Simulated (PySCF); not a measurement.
```xyz
19

C     2.5389    0.6325   -0.9124
C     2.0269   -0.1300    0.0381
C     0.6002   -0.4929    0.2095
Cl    0.5084   -2.3068    0.1629
Si   -0.2261   -0.0076    1.8843
C    -1.9335    0.2727    1.0816
C    -1.7987   -0.2331   -0.3562
C    -0.3757    0.0622   -0.8177
F    -0.1605   -0.4372   -2.0840
H     1.9460    1.0620   -1.7007
H     3.5932    0.8472   -0.9430
H     2.6735   -0.5625    0.7910
H    -0.1345   -1.1077    2.8353
H     0.3569    1.2369    2.3945
H    -2.7505   -0.2349    1.5891
H    -2.1809    1.3348    1.0762
H    -1.9534   -1.3121   -0.3990
H    -2.5190    0.2376   -1.0268
H    -0.2208    1.1482   -0.8886
```

Geometry: GFN2-xTB.

Computed with PBE0/pcSseg-1, SCF density, gas phase, non-relativistic in PySCF.

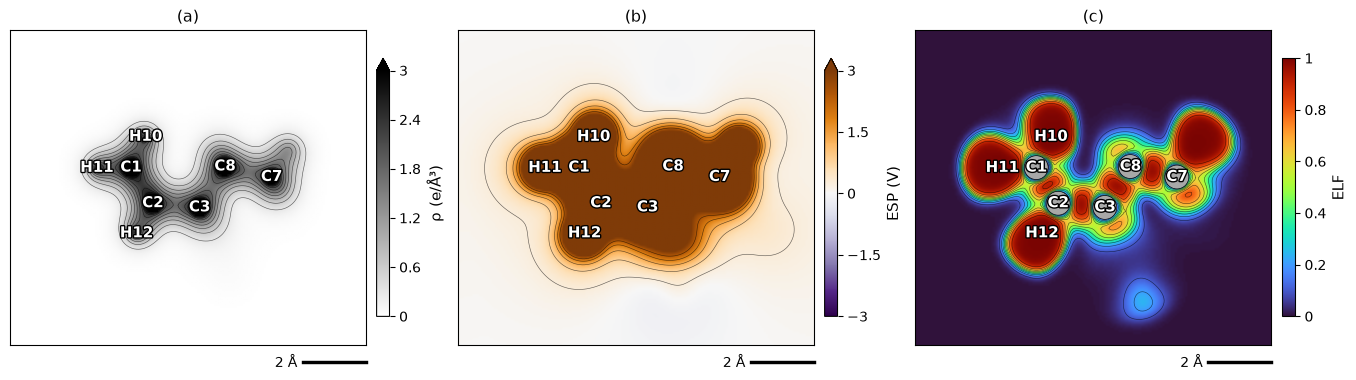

C$_{6}$H$_{10}$ClFSi. (a) electron density; (b) molecular electrostatic potential; (c) electron localisation function on the plane of atoms C1, C2 and H12. Grey discs cover the atomic cores in the ELF map.

**What does the map show?**

The section cuts through C and H sites.
C–C (1.32 Å): ρ is about 2.3 e/Å³ halfway; the ELF peaks at about 0.90 between the atoms: a multiple bond.
C–H (1.08 Å): ρ is about 2 e/Å³ halfway; the ELF climbs to about 1 towards the hydrogen, as it does in any bond to H: an ordinary covalent bond to hydrogen.
C–C (1.48 Å): the density is about 1.8 e/Å³ at the midpoint; the ELF peaks at about 0.95 between the atoms; a covalent bond.
C–C (1.52 Å): ρ is about 1.7 e/Å³ halfway; the ELF peaks at about 0.95 between the atoms (a shared electron pair).
The potential has no marked negative region in this plane.
